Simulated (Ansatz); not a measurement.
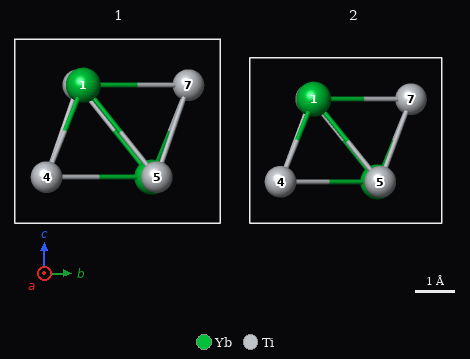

Two geometries of crystalline YbTi₃ (a generated structure, set up in P6_3/mmc) (coarse preliminary run), drawn at one scale. One is the start of a relaxation, the other its converged end. Style: ball-and-stick. Shown: the cell of the calculation, along the a axis.

Computed with Ansatz, DFT PBE, scalar-relativistic, plane waves, PAW. Set-up: plane-wave cutoff 420 eV; k-point mesh 3 × 3 × 4; occupations gaussian; smearing width 0.1 eV; no spin polarisation; cell and atoms relaxed; force threshold 0.04 eV/Å; at most 70 steps.

**Which geometry has the lower energy?**

Structure 1 is the relaxed one. The largest moves relative to the cell, 0.059 Å, are those of Ti atoms. Yb stays in place. The drawn cell changes as follows: a = b 5.805 → 6.214 Å (+7.0 %), c 4.332 → 4.822 Å (+11.3 %); the volume changes by +27.6 %. Some distances before and after: Ti–Ti 3.022 → 3.338 Å, Ti–Yb 2.781 → 3.087 Å, Ti–Ti 2.697 → 2.928 Å, Ti–Yb 2.904 → 3.110 Å. The space group stays P6_3/mmc (No. 194). The energy falls by 2.613 eV per cell of the calculation in 5 accepted moves (7 points after the start). Largest force component: 0.062 eV/Å at the start, 0.0092 eV/Å at the end. The pressure goes from 28.58 to 0.06 GPa. The SCF was repeated twice at an unchanged geometry on a basis and grid sized afresh for the cell, which shifted the energy by 32.4 meV per cell of the calculation at most.

Limits of the set-up: 4f states are treated without a Hubbard U.
